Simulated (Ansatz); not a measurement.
## What a change does: single-point calculation on In$_{5}$

System: In$_{5}$, multiplicity 4.
Method of run 1: UKS PBE0-D4/def2-TZVP (Ansatz 0.2.0).

The geometry comes from this level: PBE0-D4/def2-SVP. Text and figures count atoms from 1; the logs count them from 0 in places.

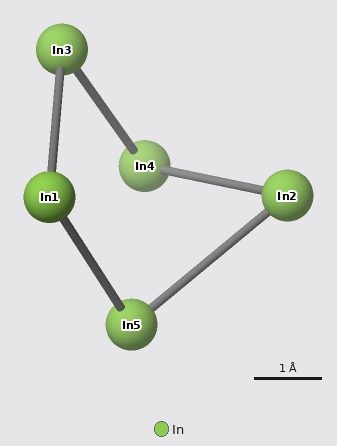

The structure (ball-and-stick view, seen at a tilt; atoms are numbered from 1 in the order of the input). Sticks mark near contacts. Bond lengths as drawn: In–In 2.93 to 3.02 Å.

### The input, run 1
```yaml
crystal:
  periodic: [false, false, false]
  atoms:
    - {symbol: In, position_ang: [0.219127, 1.528106, 1.738879]}
    - {symbol: In, position_ang: [0.299130, -2.237976, 0.325462]}
    - {symbol: In, position_ang: [1.720605, 1.350008, -0.772410]}
    - {symbol: In, position_ang: [-0.313853, -0.413821, -1.997196]}
    - {symbol: In, position_ang: [-1.925018, -0.226316, 0.705276]}
basis:
  gaussian: {orbitals: def2-TZVP, initial_orbitals: start.molden}
magnetization: {spin_polarized: true, initial_magnetization: 3}
hamiltonian: {xc: pbe0, dispersion: d4}
scf: {omitted_lower_state_checks: [starts]}
output: {orbitals: {seedname: orbitals}}
```

Command:
```bash
ansatz run in.yaml --threads 4 --pin off --events-out ev --progress --plain --max-ram 4787MiB
```

Hardware: 4 threads of Arm Neoverse V2, 23 GiB of memory available, shared host.

### Output (run 1)
```
Functional definition: PBE0
  parameter a = 0.25
  parameter kappa = 0.804
  parameter beta = 0.06672455060314922
  exchange = (1 - a)*pbe_x(kappa = kappa, mu = beta*pi^2/3) + a*exact_x
  correlation = pbe_c(beta = beta)
these checks for a lower state are left out or cut short: starts
2405 factors; their error is unknown
mean field evaluation 1: about -25871.7214 eV, gradient 3.2e1 eV
mean field evaluation 2: about -25872.1295 eV, gradient 7.3e-1 eV
mean field evaluation 4: about -25872.3833 eV, gradient 2.8e-1 eV
mean field evaluation 8: about -25872.3835 eV, gradient 1.0e-4 eV
mean field evaluation 16: about -25872.3835 eV, gradient 3.2e-6 eV
mean field -25872.38348038 eV, -950.7925559725 hartree, gradient 3.2e-6 eV, S^2 3.764910; 0 other end points of the search recorded, 0 dependent functions left out
reference -25872.38352026 eV, -950.7925574383 hartree; 54, 51 occupied and 196, 199 virtual orbitals, 2405 factors
Total energy: -25872.65668669 eV, -950.8025961191 hartree
Checks for a lower state left out: starts
```

Run 2 used a changed input.

### The two runs side by side

```tsv
quantity	run 1	run 2
outcome	converged	converged
total energy (hartree)	−950.802596	−950.777034
HOMO (eV)	−4.36	−4.40
LUMO (eV)	−3.25	−3.31
⟨S²⟩	3.765	3.762
basis functions	250	130
wall time (shared host)	76 s	19 s
```

Which change of the input explains these differences?

The change (lines with − go, lines with + come):
```diff
-  gaussian: {orbitals: def2-TZVP, initial_orbitals: start.molden}
+  gaussian: {orbitals: def2-SVP, initial_orbitals: start.molden}
-scf: {omitted_lower_state_checks: [starts]}
```

The total energy of run 2 is 16.0 kcal/mol higher, which measures the change of basis and not a stability. The LUMO goes from −3.25 to −3.31 eV. The basis functions go from 250 to 130. On the same kind of shared host run 2 took about 0.24 times as long.

### Output (run 2)
```
Functional definition: PBE0
  parameter a = 0.25
  parameter kappa = 0.804
  parameter beta = 0.06672455060314922
  exchange = (1 - a)*pbe_x(kappa = kappa, mu = beta*pi^2/3) + a*exact_x
  correlation = pbe_c(beta = beta)
1695 factors; integrals over basis functions are off by at most 2.3e-4 eV
mean field evaluation 1: about -25871.6857 eV, gradient 4.7e-2 eV
mean field evaluation 2: about -25871.6879 eV, gradient 6.9e-5 eV
mean field evaluation 4: about -25871.6879 eV, gradient 6.4e-6 eV
mean field evaluation 8: about -25870.9188 eV, gradient 8.9e0 eV
mean field evaluation 16: about -25871.6876 eV, gradient 3.1e-2 eV
mean field evaluation 32: about -25871.6879 eV, gradient 6.3e-4 eV
mean field evaluation 64: about -25871.6329 eV, gradient 8.7e-1 eV
mean field -25871.68790887 eV, -950.7669941910 hartree, gradient 8.4e-6 eV, S^2 3.762349; 11 other end points of the search recorded, 0 dependent functions left out
reference -25871.68793898 eV, -950.7669952974 hartree; 54, 51 occupied and 76, 79 virtual orbitals, 1695 factors
Total energy: -25871.96110540 eV, -950.7770339782 hartree
```
